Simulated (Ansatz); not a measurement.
# Loss of CH4: C4H9N → C3H5N + CH4

Species: C4H9N `C=CNCC`, singlet; C3H5N (isocyanoethane) `[C-]#[N+]CC`, singlet; CH4 `C`, singlet. 

Shapes, held fixed at every level: PBE0-D4/def2-TZVP. Flexible molecules stand in one conformer, not always the lowest. Programs: Ansatz 0.2.0. Electronic energies: no zero-point or thermal term.

```json
{"level": "PBE-D4/def2-TZVPP", "kind": "GGA", "ΔE (kJ/mol)": "+81.4", "less CCSD(T)/CBS estimate": "+27.8"}
{"level": "r2SCAN-D4/def2-TZVPP", "kind": "meta-GGA", "ΔE (kJ/mol)": "+73.5", "less CCSD(T)/CBS estimate": "+19.9"}
{"level": "PBE0-D4/def2-TZVPP", "kind": "global hybrid", "ΔE (kJ/mol)": "+82.4", "less CCSD(T)/CBS estimate": "+28.8"}
{"level": "wB97M-V/def2-TZVPP", "kind": "range-separated hybrid", "ΔE (kJ/mol)": "+53.3", "less CCSD(T)/CBS estimate": "-0.3"}
{"level": "wB97X-V/def2-TZVPP", "kind": "range-separated hybrid", "ΔE (kJ/mol)": "+59.5", "less CCSD(T)/CBS estimate": "+5.9"}
{"level": "B2PLYP/def2-TZVPP", "kind": "double hybrid", "ΔE (kJ/mol)": "+44.6", "less CCSD(T)/CBS estimate": "-9.0"}
{"level": "CCSD(T)/def2-TZVPP", "kind": "coupled cluster or CI", "ΔE (kJ/mol)": "+45.1", "less CCSD(T)/CBS estimate": "-8.5"}
{"level": "CCSD(T)/CBS estimate", "kind": "coupled cluster or CI", "ΔE (kJ/mol)": "+53.6", "less CCSD(T)/CBS estimate": "0.0"}
```

The highest level, CCSD(T)/CBS estimate, gives ΔE = +53.6 kJ/mol; the levels span +44.6 to +82.4. The column of differences is taken from that level and isn't an error. No measured value is set beside it here. The CBS estimate extrapolates MP2 from def2-TZVPP and def2-QZVPP and adds CCSD(T) − MP2 in the triple-zeta set, cores frozen.

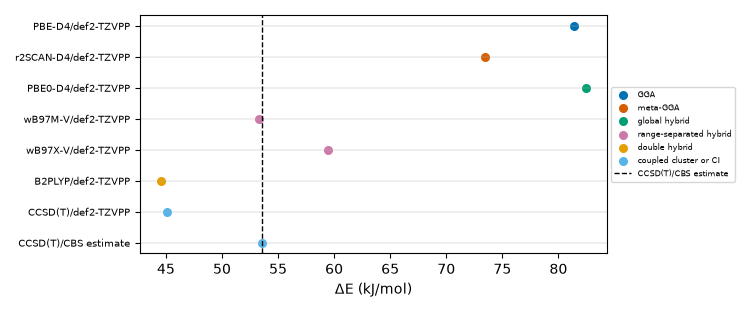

The values of the table, level by level.
